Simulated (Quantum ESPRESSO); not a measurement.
# LaMnSi2: which magnetic order is lowest, part 2 of 2

Does LaMnSi2 prefer parallel or opposed moments?

Quantum ESPRESSO 7.5; PBEsol; plane waves with GBRV 1.5 PBEsol potentials, no spin-orbit coupling.

So far, absolute magnetization (μB): step 2 (run 1, typed as ferro ++) 4.05.

**3. Run 2 (antiferro +−)**

pw.in reads:

```
&CONTROL
  calculation = 'scf'
  prefix = 'pwscf'
  outdir = './tmp'
  pseudo_dir = './pseudo'
  disk_io = 'nowf'
/
&SYSTEM
  ibrav = 0
  celldm(1) = 8
  nat = 8
  ntyp = 4
  ecutwfc = 40
  ecutrho = 280
  nbnd = 46
  occupations = 'smearing'
  smearing = 'fd'
  degauss = 0.00734986
  nspin = 2
  starting_magnetization(1) = 0
  starting_magnetization(2) = 0.2333
  starting_magnetization(3) = -0.2333
  starting_magnetization(4) = 0
/
&ELECTRONS
  conv_thr = 1.6d-08
  electron_maxstep = 150
  mixing_beta = 0.3
/
ATOMIC_SPECIES
La    138.9055 la_pbesol_v1.uspp.F.UPF
Mn1    54.9380 mn_pbesol_v1.5.uspp.F.UPF
Mn2    54.9380 mn_pbesol_v1.5.uspp.F.UPF
Si     28.0850 si_pbesol_v1.uspp.F.UPF
CELL_PARAMETERS alat
   0.4949901367692   -2.0881473677115    0.0000000000000
   0.4949901367692    2.0881473677115    0.0000000000000
   0.0000000000000    0.0000000000000    0.9621068132001
ATOMIC_POSITIONS crystal
La      0.8948000000    0.1052000000    0.2500000000
La      0.1052000000    0.8948000000    0.7500000000
Mn1     0.2522000000    0.7478000000    0.2500000000
Mn2     0.7478000000    0.2522000000    0.7500000000
Si      0.5450000000    0.4550000000    0.2500000000
Si      0.4550000000    0.5450000000    0.7500000000
Si      0.6840000000    0.3160000000    0.2500000000
Si      0.3160000000    0.6840000000    0.7500000000
K_POINTS automatic
8 8 8 0 0 0
```

Command:

```sh
$ OMP_NUM_THREADS=1 mpirun -n 4 pw.x -nk 4 -in pw.in > pw.out
```

What it wrote:

```text
[banner, memory and clock lines left out]
Program PWSCF v.7.5 starts

     Message from routine setup:
     using ibrav=0 with symmetry is DISCOURAGED, use correct ibrav instead

     bravais-lattice index     =            0
     lattice parameter (alat)  =       8.0000  a.u.
     unit-cell volume          =    1018.3122 (a.u.)^3
     number of atoms/cell      =            8
     number of atomic types    =            4
     number of electrons       =        68.00
     number of Kohn-Sham states=           46
     kinetic-energy cutoff     =      40.0000  Ry
     charge density cutoff     =     280.0000  Ry
     scf convergence threshold =      1.6E-08
     mixing beta               =       0.3000
     number of iterations used =            8  plain     mixing
     Exchange-correlation= SLA  PW   PSX  PSC
                           (   1   4  10   8   0   0   0)

     celldm(1)=   8.000000  celldm(2)=   0.000000  celldm(3)=   0.000000
     celldm(4)=   0.000000  celldm(5)=   0.000000  celldm(6)=   0.000000

     crystal axes: (cart. coord. in units of alat)
               a(1) = (   0.494990  -2.088147   0.000000 )
               a(2) = (   0.494990   2.088147   0.000000 )
               a(3) = (   0.000000   0.000000   0.962107 )

     reciprocal axes: (cart. coord. in units 2 pi/alat)
               b(1) = (  1.010121 -0.239447  0.000000 )
               b(2) = (  1.010121  0.239447 -0.000000 )
               b(3) = ( -0.000000  0.000000  1.039386 )

     PseudoPot. # 1 for La read from file:
     la_pbesol_v1.uspp.F.UPF
     Pseudo is Ultrasoft + core correction, Zval = 11.0

     PseudoPot. # 2 for Mn read from file:
     mn_pbesol_v1.5.uspp.F.UPF
     Pseudo is Ultrasoft + core correction, Zval = 15.0

     PseudoPot. # 3 for Mn read from file:
     mn_pbesol_v1.5.uspp.F.UPF
     Pseudo is Ultrasoft + core correction, Zval = 15.0

     PseudoPot. # 4 for Si read from file:
     si_pbesol_v1.uspp.F.UPF
     Pseudo is Ultrasoft + core correction, Zval =  4.0

     atomic species   valence    mass     pseudopotential
     La               11.00   138.90550     La( 1.00)
     Mn1              15.00    54.93800     Mn( 1.00)
     Mn2              15.00    54.93800     Mn( 1.00)
     Si                4.00    28.08500     Si( 1.00)

     Starting magnetic structure
     atomic species   magnetization
     La              0.000
     Mn1             0.233
     Mn2            -0.233
     Si              0.000

      4 Sym. Ops. (no inversion) found ( 2 have fractional translation)

   Cartesian axes

     site n.     atom                  positions (alat units)
         1        La     tau(   1) = (   0.4949901  -1.6488012   0.2405267  )
         2        La     tau(   2) = (   0.4949901   1.6488012   0.7215801  )
         3        Mn1    tau(   3) = (   0.4949901   1.0348858   0.2405267  )
         4        Mn2    tau(   4) = (   0.4949901  -1.0348858   0.7215801  )
         5        Si     tau(   5) = (   0.4949901  -0.1879333   0.2405267  )
         6        Si     tau(   6) = (   0.4949901   0.1879333   0.7215801  )
         7        Si     tau(   7) = (   0.4949901  -0.7684382   0.2405267  )
         8        Si     tau(   8) = (   0.4949901   0.7684382   0.7215801  )

     number of k points=   105  Fermi-Dirac smearing, width (Ry)=  0.0073

     Number of k-points >= 100: set verbosity='high' to print them.

     Dense  grid:    80557 G-vectors     FFT dimensions: (  96,  96,  48)

     Smooth grid:    34779 G-vectors     FFT dimensions: (  72,  72,  32)

     Check: negative core charge=   -0.000017
     Generating pointlists ...
     new r_m :   0.3030 (alat units)  2.4242 (a.u.) for type    1
     new r_m :   0.2268 (alat units)  1.8147 (a.u.) for type    2
     new r_m :   0.2268 (alat units)  1.8147 (a.u.) for type    3
     new r_m :   0.2268 (alat units)  1.8147 (a.u.) for type    4

     Initial potential from superposition of free atoms

     starting charge      66.9385, renormalised to      68.0000

     negative rho (up, down):  7.690E-02 7.690E-02
     Starting wfcs are   82 randomized atomic wfcs

     Self-consistent Calculation

     iteration #  1     ecut=    40.00 Ry     beta= 0.30
     Davidson diagonalization with overlap
     ethr =  1.00E-02,  avg # of iterations =  2.0

     negative rho (up, down):  7.167E-02 7.168E-02

     total energy              =    -664.33470787 Ry
     estimated scf accuracy    <       2.56425009 Ry

     total magnetization       =     0.00 Bohr mag/cell
     absolute magnetization    =     5.27 Bohr mag/cell

     iteration #  2     ecut=    40.00 Ry     beta= 0.30
     Davidson diagonalization with overlap
     ethr =  3.77E-03,  avg # of iterations =  4.5

     negative rho (up, down):  6.535E-02 6.536E-02

     total energy              =    -663.65472096 Ry
     estimated scf accuracy    <      19.62205211 Ry

     total magnetization       =     0.01 Bohr mag/cell
     absolute magnetization    =     4.51 Bohr mag/cell

     [... further iterations left out ...]

     iteration # 21     ecut=    40.00 Ry     beta= 0.30
     Davidson diagonalization with overlap
     ethr =  4.24E-11,  avg # of iterations =  4.8

     negative rho (up, down):  5.555E-02 5.554E-02

     total energy              =    -665.12105516 Ry
     estimated scf accuracy    <       0.00000002 Ry

     total magnetization       =     0.00 Bohr mag/cell
     absolute magnetization    =     5.08 Bohr mag/cell

     iteration # 22     ecut=    40.00 Ry     beta= 0.30
     Davidson diagonalization with overlap
     ethr =  3.02E-11,  avg # of iterations =  2.1

     negative rho (up, down):  5.555E-02 5.555E-02

     Magnetic moment per site  (integrated on atomic sphere of radius R)
     atom   1 (R=0.303)  charge=  8.3219  magn= -0.0003
     atom   2 (R=0.303)  charge=  8.3219  magn=  0.0003
     atom   3 (R=0.227)  charge= 12.9617  magn=  2.0834
     atom   4 (R=0.227)  charge= 12.9616  magn= -2.0831
     atom   5 (R=0.227)  charge=  1.6960  magn=  0.0022
     atom   6 (R=0.227)  charge=  1.6960  magn= -0.0022
     atom   7 (R=0.227)  charge=  1.8129  magn=  0.0041
     atom   8 (R=0.227)  charge=  1.8129  magn= -0.0041

     End of self-consistent calculation

     Number of k-points >= 100: set verbosity='high' to print the bands.

     the Fermi energy is    11.9560 ev

!    total energy              =    -665.12105516 Ry
     estimated scf accuracy    <          4.0E-09 Ry
     smearing contrib. (-TS)   =      -0.01589588 Ry
     internal energy E=F+TS    =    -665.10515929 Ry

     The total energy is F=E-TS. E is the sum of the following terms:
     one-electron contribution =    -423.13155773 Ry
     hartree contribution      =     242.90785640 Ry
     xc contribution           =    -167.75231840 Ry
     ewald contribution        =    -317.12913956 Ry

     total magnetization       =     0.00 Bohr mag/cell
     absolute magnetization    =     5.08 Bohr mag/cell

     convergence has been achieved in  22 iterations
```

The job ended after 13 min (4 MPI ranks of Arm Neoverse V2, shared host; peak memory 1.9 GiB).

Spin moment in the atom's sphere by atom:

```csv
atom,spin moment in the atom's sphere (μB)
La1,0.00
La2,0.00
Mn3,2.08
Mn4,-2.08
Si5,0.00
Si6,0.00
Si7,0.00
Si8,0.00
```

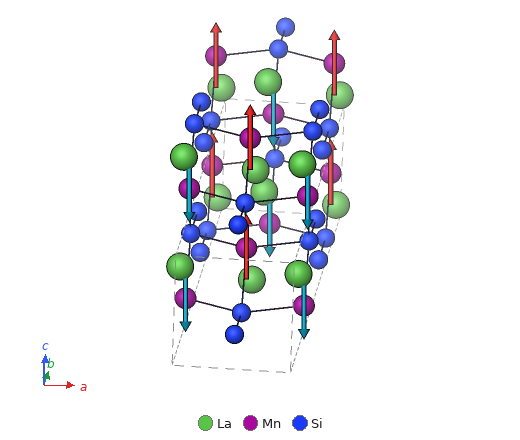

Spin moment in the atom's sphere as arrows, the longest 2.08 μB. Up and down stand for the sign. Arrows give size and sign along the axis of quantisation, drawn up and down the page. The two directions have two colours. 1×1×2 conventional cells are drawn. Some periodic images of atoms are drawn too.

This step gave:

* smearing term TS: 0.2163 eV
* magnetization: 0 μB
* absolute magnetization: 5.078 μB
* final state: antiferromagnetic

**4. Energies of the orders**

An order is kept where moments of 0.15 μB or more survive with the typed signs; meshes match where a doubled cell samples the same k points as the first cell.

Orders:

```csv
start,final state,typed order kept,energy over the lowest (meV a seeded atom),largest site moment (μB),net moment (μB a cell of the first run),mesh matched,CPU time (s)
ferro ++,ferromagnetic,yes,0,1.697,3.387,yes,2992
antiferro +-,antiferromagnetic,yes,74.4,2.083,0,yes,3176
```

**5. Summary of results**

| Item | Value |
| --- | --- |
| lowest state found | ferromagnetic (from ferro ++) |
| largest site moment | 1.70 μB |
| next state with moments | antiferromagnetic, 74.4 meV a seeded atom higher |

What this shows: The smearing terms TS of the orders run from 72 to 108 meV a seeded atom, so the differences would change at a smaller width: an order with a larger TS is lowered more by the smearing. Only these 2 starts were compared; other wavevectors, canted and longer-period orders were not. Energies are free energies at an electronic temperature of 1160 K, which lowers moments and differences where the moments are itinerant.

[Logs and program files are shortened in this print: banners, set-up blocks, solver, clock and traceback lines can be left out without a mark of their own.]

[Logs are printed without paths, hosts, clocks, repeated set-up lines and the standing remarks that a program may print on its own settings, such as how far it seeks lower states.]

[Hosts, paths, dates, database ids (printed as entryN), source tags and the programs' standing remarks are cut or masked in the printed files.]

[Where a cell is said to come from a database of computed structures, the database is the Materials Project.]
